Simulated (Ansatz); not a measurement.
# A computed series for CeO2: response to strain

Start from CeO$_{2}$ in the fluorite structure (space group Fm-3m, No. 225; a = 5.4643 Å).

Strains are applied to the cell and any free atomic positions relax.

The values are results of Kohn–Sham DFT with the PBE functional, run in Ansatz (a first-principles code) with PAW and 420 eV plane waves, no spin-orbit coupling, not measurements.

Notes on the quantities. energy relative to the base: free energy F.

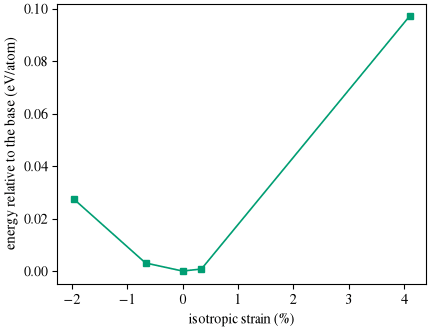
Figure. Energy relative to the base against isotropic strain

```
isotropic strain (%)  energy relative to the base
--------------------  ---------------------------
-1.96                                +27 meV/atom
-0.67                               +3.1 meV/atom
0.34                                +0.8 meV/atom
4.1                                  +97 meV/atom
```

Whether these cells are dynamically stable was not tested. Seeded moments were not kept for the base. The final runs are not spin-polarised.
